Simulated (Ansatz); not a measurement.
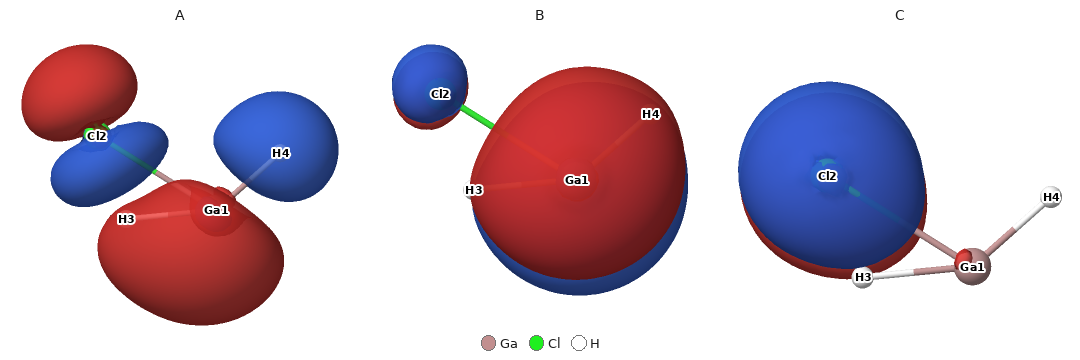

The picture shows: ClGaH$_{2}$. Three frontier orbitals at ±0.08 Å⁻³ᐟ² (blue and red are the two phases), in no order.

A transition-state structure; geometry: PBE0-D4/def2-TZVP.

These are results of RKS PBE0-D4/def2-TZVPP in Ansatz 0.2.0, not measurements.

```xyz
4

Ga   -0.7175    0.4496   -0.2332
Cl    1.5078   -0.8461    0.1011
H     0.6370   -0.0785   -1.0563
H    -1.4273    0.4749    1.1884
```

Question: Which picture is the HOMO−1, the HOMO and the LUMO?

Answer: C is the HOMO−1 (−8.86 eV). It lies mainly on Cl2 (about 95 %); it changes sign across the molecular plane (π type). A is the HOMO (−6.62 eV). It lies mainly on Ga1 (about 45 %), Cl2 (about 30 %), H4 (about 10 %) and H3 (about 10 %); it is symmetric in the molecular plane (an in-plane orbital: σ, lone-pair or in-plane π type). B is the LUMO (−2.11 eV). Its weight (Hirshfeld) is mainly on Ga1 (about 85 %); it changes sign across the molecular plane (π type).

Question: What is the HOMO–LUMO gap?

Answer: 4.51 eV between the orbital energies.
